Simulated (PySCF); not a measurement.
# C8H18AlP: the cost of one run

Computed with PySCF 2.14.0 and routines of our own; the level stands in each step. Atoms count from 0.

## 1. The starting structure

28 atoms, charge 0, multiplicity 1; geometry from: GFN2-xTB.

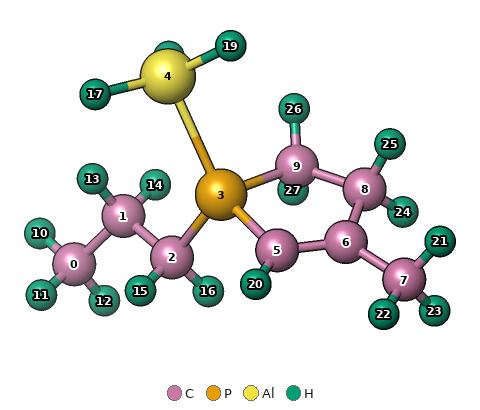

The starting geometry (carbon pink, phosphorus amber, aluminium yellow, hydrogen teal); sticks join atoms by distance alone.

## 2. Magnetic properties: GIAO KT3/pcSseg-1

What the job is given:

```
{"job": {"kind": "mag", "xc": "KT3", "basis": "pcSseg-1", "isotopologues": 0}, "charge": 0, "multiplicity": 1}
C      3.688065     0.427449    -1.282426
C      2.539642    -0.144393    -0.461807
C      1.304382     0.751552    -0.505261
P      0.051533     0.100790     0.683241
Al     0.914610    -1.339440     2.495866
C     -1.349097     1.217602     0.491203
C     -2.435489     0.637385    -0.015615
C     -3.747308     1.307950    -0.246994
C     -2.307199    -0.820929    -0.356386
C     -0.832400    -1.232559    -0.239339
H      4.557409    -0.222540    -1.225817
H      3.969860     1.410399    -0.911324
H      3.400878     0.525826    -2.327837
H      2.845811    -0.259599     0.584839
H      2.279892    -1.138382    -0.834584
H      1.565257     1.762323    -0.175959
H      0.883798     0.817684    -1.513398
H      1.896525    -0.369316     3.238805
H      1.524445    -2.447021     1.552646
H     -0.506652    -1.665254     3.092025
H     -1.301996     2.241362     0.826292
H     -4.536285     0.786337     0.293652
H     -3.720695     2.343469     0.080568
H     -3.998843     1.279495    -1.307201
H     -2.697209    -1.013640    -1.359352
H     -2.919799    -1.394842     0.343463
H     -0.714913    -2.167659     0.317283
H     -0.375122    -1.366691    -1.222372
```

Level: GIAO KT3/pcSseg-1 magnetisability, rotational g tensor and spin-rotation constants, non-relativistic, gas phase.

Started as:

```
> OMP_NUM_THREADS=1 python excited_run.py task.json out
```

One launch serves the whole session: the jobs run in the order shown.

**Question.** How long does this first job take on 1 thread of Intel Xeon at 2.50GHz, shared host, and how much memory does it need?

About 6.5 min, with a peak of 1.2 GiB.
